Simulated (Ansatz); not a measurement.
CH4O2SSi

```xyz
9

O     0.4063    1.3584   -0.1144
C     0.4159    0.0339   -0.5323
S    -1.0220   -0.2859   -1.7175
Si   -0.4527   -1.1712    0.7328
O    -1.1969    0.0235    1.6245
H     0.6075    1.9488   -0.8560
H     1.3390   -0.2612   -1.0418
H    -0.4618   -1.2980   -2.4057
H    -0.9224    0.9210    1.3650
```

Level of theory: Ansatz, UKS PBE0/6-31G*.

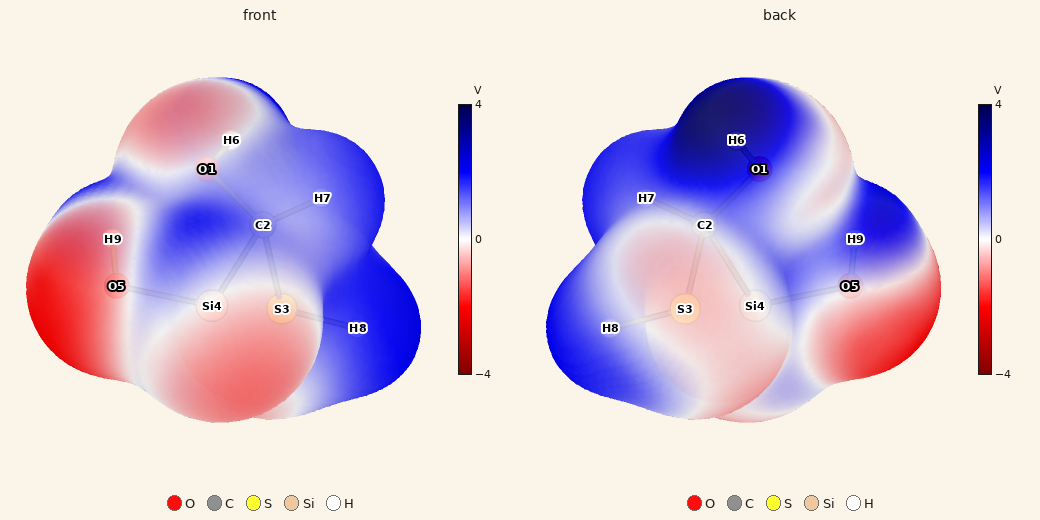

Figure 1. The molecular electrostatic potential painted on the density surface at 0.004 e/bohr³, seen from the front and from behind; red is negative and blue positive.

Question: Describe the electrostatic potential map.

Answer: The most negative region (about −2.0 V) lies over O5, the most positive (about +3.7 V) over H6. O5 is the likeliest acceptor of a hydrogen bond.

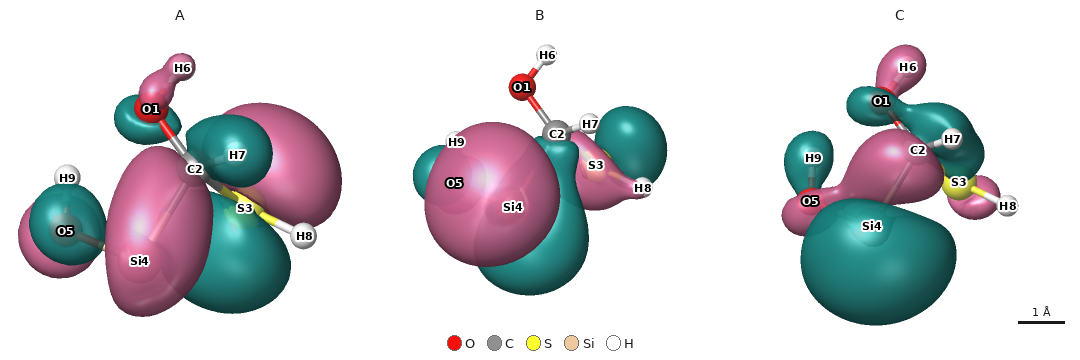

Figure 2. Three frontier orbitals at ±0.08 Å⁻³ᐟ² (teal and pink are the two phases), in no order.

Question: Which picture is the HOMO−1, the HOMO and the LUMO?

Answer: A is the HOMO−1 (−7.32 eV). By Hirshfeld shares it lies mainly on S3 (about 60 %), Si4 (about 15 %), C2 (about 10 %) and O5 (about 10 %). C is the HOMO (−6.47 eV). It lies mainly on Si4 (about 70 %) and C2 (about 15 %). B is the LUMO (−0.76 eV). It lies mainly on Si4 (about 70 %), S3 (about 15 %) and O5 (about 10 %).

Question: What is the HOMO–LUMO gap?

Answer: 5.71 eV between the orbital energies.

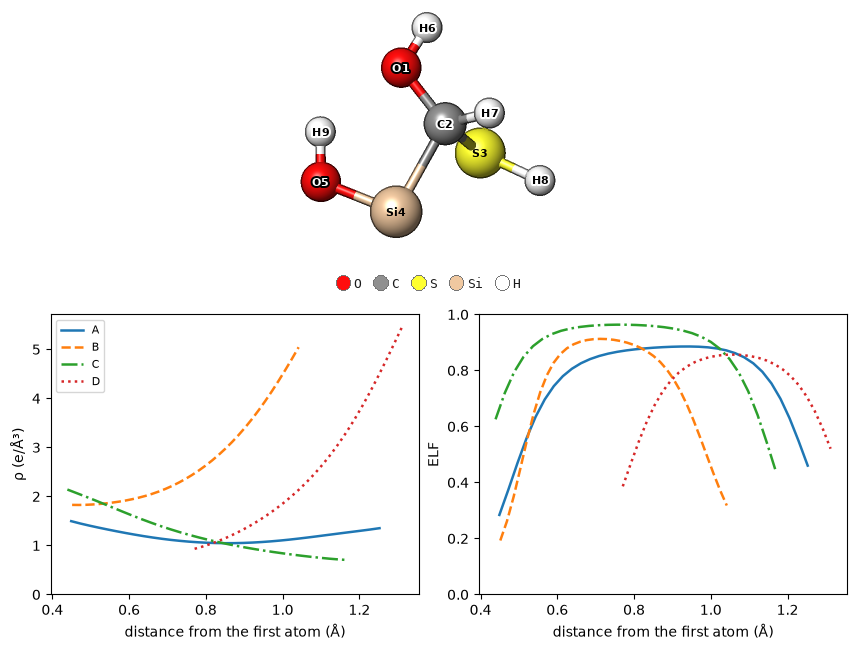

Figure 3. Total electron density and electron localisation function along straight lines between neighbouring atoms. The curves leave out the atomic cores. The structure is drawn too.

Question: Which curve belongs to which contact (C–O, C–S, C–Si and Si–O)? The first atom named is at distance zero.

Answer: Curve A: C–S (1.89 Å): ρ at the midpoint is about 1.1 e/Å³; the ELF peaks at about 0.90 between the atoms, as expected for a covalent bond. Curve B: C–O (1.39 Å): ρ at the midpoint is about 2.2 e/Å³, with its minimum of 1.8 e/Å³ about 0.5 Å from C; the ELF peaks at about 0.90 between the atoms (a polar covalent bond). Curve C: C–Si (1.95 Å): ρ is about 0.87 e/Å³ halfway; the ELF peaks at about 0.95 between the atoms, as expected for a covalent bond. Curve D: Si–O (1.67 Å): ρ at the midpoint is about 1.1 e/Å³; the ELF peaks at about 0.85 between the atoms, as expected for a shared but strongly polarised pair.
